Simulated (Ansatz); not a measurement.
# WS2: how the settings move a single-point run

How sensitive is a single-point run of WS2 to its settings? A reference run comes first, then one run with altered input.

Method: reference: DFT, HSE06, plane waves, PAW, in Ansatz 0.2.0.

## 1. The system as given

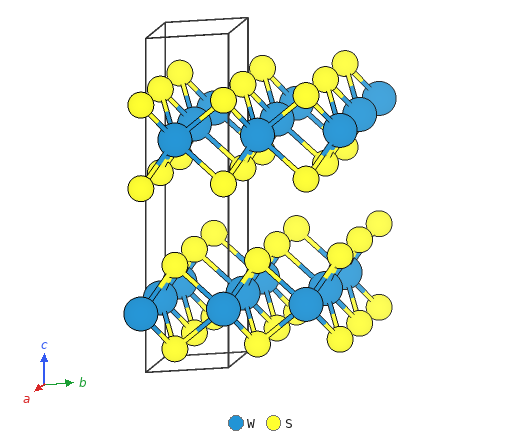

Start, viewed slightly off an axis; tungsten blue, sulfur yellow. 3×3×1 cells are drawn.

Structure file:

```cif
data_structure
_symmetry_space_group_name_H-M 'P6_3/mmc'
_symmetry_Int_Tables_number 194
_cell_length_a 3.1699
_cell_length_b 3.1699
_cell_length_c 12.4913
_cell_angle_alpha 90.000
_cell_angle_beta 90.000
_cell_angle_gamma 120.000
_cell_volume 108.70
loop_
_atom_site_label
_atom_site_type_symbol
_atom_site_symmetry_multiplicity
_atom_site_Wyckoff_symbol
_atom_site_fract_x
_atom_site_fract_y
_atom_site_fract_z
_atom_site_occupancy
W1 W 2 d 0.33333 0.66667 0.75000 1
S1 S 4 f 0.33333 0.66667 0.12478 1
```

## 2. Reference

The input, input.yaml:

```yaml
crystal:
  lattice:
    - [3.1699334333, 0.0, 0.0]
    - [-1.5849667167, 2.7452428816, 0.0]
    - [0.0, 0.0, 12.4913127957]
  atoms:
    - { symbol: W, position: [0.3333333333, 0.6666666667, 0.7501134825] }
    - { symbol: W, position: [0.6666666667, 0.3333333333, 0.2498865175] }
    - { symbol: S, position: [0.3333333333, 0.6666666667, 0.1247807871] }
    - { symbol: S, position: [0.6666666667, 0.3333333333, 0.6250080566] }
    - { symbol: S, position: [0.3333333333, 0.6666666667, 0.3749919434] }
    - { symbol: S, position: [0.6666666667, 0.3333333333, 0.8752192129] }
kpoints:
  mp_grid: { grid: [6, 6, 2] }
hamiltonian:
  xc: hse06
scf:
  occupations: { method: fixed }
  n_extra_bands: 5
output:
  forces: true
  stress: true
  eigenvalues: true
  write_density: true
  write_potential: true
  elf: true
  volumetric_format: npy
```

Launch:

```
ansatz run input.yaml --threads 4 --pin off --max-ram 4608MiB --backend cpu --events-out ev --progress --plain --runs-dir out
```

Output, shortened:

```text
Warning: output.stress: scf.convergence.dr2_threshold = 1e-7 eV (the SCF's general default) is looser than the 6e-10 eV advised for a printed stress (1e-10 eV for each atom of the cell: 6). What an SCF threshold leaves in a stress goes as its square root, and in the free energy as the [...]
Warning: output.stress: scf.exx.energy_threshold = 1e-6 eV is looser than the 6e-8 eV advised for a stress under a hybrid functional (1e-8 eV for each atom of the cell: 6). Every SCF of the exchange loop can meet its threshold on dr2 while the loop round them stops early: no threshold on [...]
Warning: RAYON_NUM_THREADS=4 ignored (pool sized by the plan → 4); use --threads N
scf.n_extra_bands = 5 over 26 filled bands (N_el = 52.0): the run solves 31 bands
[...]
Pseudopotentials: kind: paw
Pseudopotential: W, paw, valence charge 14, recommended cutoff 420 eV (normal), W.paw.azcp
Pseudopotential: S, paw, valence charge 6, recommended cutoff 420 eV (normal), S.paw.azcp
Functional definition: HSE06
[...]
davidson cushion auto → on  (no smearing: the cushion is to keep the highest requested band from converging to the state above it; pin scf.eigensolver.cushion to override)
Crystal: 6 atoms, lattice volume = 108.702 Å³
Basis set: ecut = 420 eV, 2105 PW (Γ), exchange–correlation on 48×48×180 points (8 copies of the dense FFT grid, shifted against one another)
Bands: 31, of which v1, the nominal top of the filled ones, is band 26 counted from 1 (25 counted from 0)
Symmetry: 12 space group operations
Space group: P-3m1 (ITA 164), of the structure as read, at distance tolerance 4.8e-5 Å
k-points: 14 of 72
[...]
SCF iter   1: F=—  HF=-24382.767805 eV  |F-HF|=—  |Δ(HF+E_count)|=         —  Δρ=5.71e-3  dr2=1.65e-2  ethr=1.77e-3  ⟨swp⟩=6.4  Hψ=1914  notcnv=0
[...]
SCF 1 stopped early in 6 iterations: F = -24382.777068 eV  dr2 = 1.98e-5
[...]
Frozen-core exchange: fock
[...]
SCF 2 stopped early in 9 iterations: F = -24386.879134 eV  dr2 = 2.00e-6
[...]
hybrid outer 1: dexx = +1.720e-2 eV, tail = 2.69e-5 eV
[...]
Frozen-core exchange: fock
[...]
SCF iter   7: F=-24386.879120 eV  HF=-24386.879120 eV  |F-HF|=4.58e-10  |Δ(HF+E_count)|=   2.53e-8  Δρ=8.57e-7  dr2=8.27e-10  ethr=1.65e-12 (applied; sched 1.00e-12)  ⟨swp⟩=5.6  Hψ=1413  notcnv=0
[...]
hybrid outer 2: dexx = +3.668e-6 eV, tail = 1.07e-8 eV, Δε = 1.43e-3 eV (about 2.83e-5 eV left of the loop's levels), ΔF = 4.39e-3 eV/Å (tail 3.42e-4)
hybrid SCF converged: 2 outer / 16 inner (+6 warm-up), last move |dexx| = 3.67e-6 eV, tail = 1.07e-8 eV
Stability not checked: this state was not tested for a lower state beside it, because the functional holds exact exchange (a hybrid, or Hartree-Fock), whose exchange loop this test does not read (fock_operator; see scf.lower_state_search)
Free energy (F): -24386.879120 eV
Frozen-core exchange: fock
[...]
E sigma→0 (E₀):  -24386.879120 eV
Fermi energy:    11.037256 eV
[...]
--- Forces (eV/Å), atoms counted from 1 ---
  atom   1  W      0.00000000     0.00000000    -0.00046400
  atom   2  W     -0.00000000    -0.00000000     0.00046400
  atom   3  S     -0.00000000    -0.00000000     0.28713033
  atom   4  S      0.00000000     0.00000000     0.28527793
  atom   5  S     -0.00000000    -0.00000000    -0.28527793
  atom   6  S      0.00000000     0.00000000    -0.28713033
[...]
--- Stress (GPa, compression-positive) ---
       -1.583143       0.000000       0.000000
        0.000000      -1.583143       0.000000
        0.000000       0.000000      -0.348228
  P = ⅓ Tr σ = -1.1715 GPa (-11.715 kbar)
--- Band table (eV; the first three rows and the last of 14) ---
[...]
```

It took 40 s on 4 threads of Arm Neoverse N1, shared host; peak memory 1.8 GiB.

## 3. Variant: xc r2scan, ecutwfc 500

Changes to input.yaml since step 2:

```diff
@@ -15,3 +15,3 @@
 hamiltonian:
-  xc: hse06
+  xc: r2scan
 scf:
@@ -23,5 +23,3 @@
   eigenvalues: true
-  write_density: true
-  write_potential: true
-  elf: true
-  volumetric_format: npy
+basis:
+  ecutwfc: 500
```

Launch:

```
ansatz run input.yaml --threads 4 --pin off --max-ram 4608MiB --backend cpu --events-out ev --progress --plain --runs-dir out
```

Output, shortened:

```text
Warning: RAYON_NUM_THREADS=4 ignored (pool sized by the plan → 4); use --threads N
scf.n_extra_bands = 5 over 26 filled bands (N_el = 52.0): the run solves 31 bands
[...]
[... 1 set-up line as earlier in the session ...]
Pseudopotential: W, paw, valence charge 14, recommended cutoff 500 eV (meta_gga), W.paw.azcp
Pseudopotential: S, paw, valence charge 6, recommended cutoff 500 eV (meta_gga), S.paw.azcp
Functional definition: r2SCAN
[...]
Crystal: 6 atoms, lattice volume = 108.702 Å³
Basis set: ecut = 500 eV, 2763 PW (Γ), exchange–correlation on 96×96×384 points (64 copies of the dense FFT grid, shifted against one another)
Bands: 31, of which v1, the nominal top of the filled ones, is band 26 counted from 1 (25 counted from 0)
[... 2 set-up lines as earlier in the session ...]
k-points: 14 of 72
[...]
SCF iter   1: F=—  HF=-24423.130783 eV  |F-HF|=—  |Δ(HF+E_count)|=         —  Δρ=7.93e-3  dr2=4.50e-2  dr2_τ=1.67e-1  ethr=1.77e-3  ⟨swp⟩=5.0  Hψ=1774  notcnv=0  defer=31
[...]
SCF iter   7: F=-24423.277911 eV  HF=-24423.277911 eV  |F-HF|=2.08e-8  |Δ(HF+E_count)|=   1.67e-7  Δρ=3.46e-6  dr2=3.71e-8  dr2_τ=1.31e-9  ethr=1.92e-10  ⟨swp⟩=11.5  Hψ=2265  notcnv=0
[...]
SCF converged after 7 iterations
Free energy (F): -24423.277911 eV
[...]
E sigma→0 (E₀):  -24423.277911 eV
Fermi energy:    11.240176 eV
[...]
--- Forces (eV/Å), atoms counted from 1 ---
  atom   1  W      0.00000000     0.00000000    -0.00051694
  atom   2  W     -0.00000000    -0.00000000     0.00051694
  atom   3  S     -0.00000000    -0.00000000     0.04808792
  atom   4  S      0.00000000     0.00000000     0.04602938
  atom   5  S     -0.00000000    -0.00000000    -0.04602938
  atom   6  S      0.00000000     0.00000000    -0.04808792
[...]
--- Stress (GPa, compression-positive) ---
        1.313149      -0.000000       0.000000
       -0.000000       1.313149       0.000000
        0.000000       0.000000       1.147493
  P = ⅓ Tr σ = 1.2579 GPa (12.579 kbar)
--- Band table (eV; the first three rows and the last of 14) ---
[...]
```

Run time: 4.2 s. Hardware: 4 threads of Arm Neoverse N1, shared host; peak memory 0.65 GiB.

Total energies don't compare across a change of functional; the pressure goes from -1.2 to 1.3 GPa, the gap on the mesh goes from 1.58 to 1.16 eV and the largest force goes from 0.29 to 0.05 eV/Å. The cutoff changed too.

## 4. Side by side

| run | ending | energy change | pressure (GPa) | gap (eV) | force (eV/Å) | cycles | time |
| --- | --- | --- | --- | --- | --- | --- | --- |
| reference | converged | - | -1.2 | 1.58 | 0.29 | 22 | 40 s |
| 1: xc r2scan, ecutwfc 500 | converged | not comparable | 1.3 | 1.16 | 0.05 | 7 | 4.2 s |

Times don't compare one to one where runs were asked for different outputs or read a saved state (see the inputs); cycles may leave out searches for a lower state.

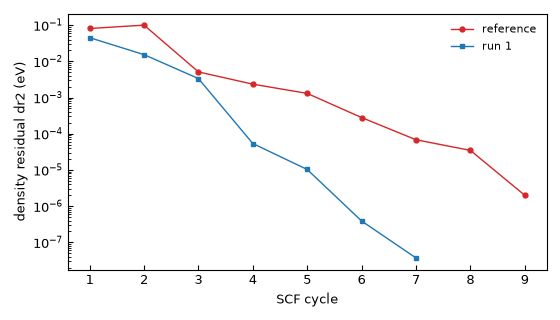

Residual by cycle in the longest SCF loop of each run; runs are numbered as in the table.

After a change of functional the difference of the totals has no physical meaning; the pressure goes from -1.2 to 1.3 GPa, the gap on the mesh goes from 1.58 to 1.16 eV and the largest force goes from 0.29 to 0.05 eV/Å. The cutoff changed too. The gap of the reference lacks spin-orbit coupling, though the cell holds W.
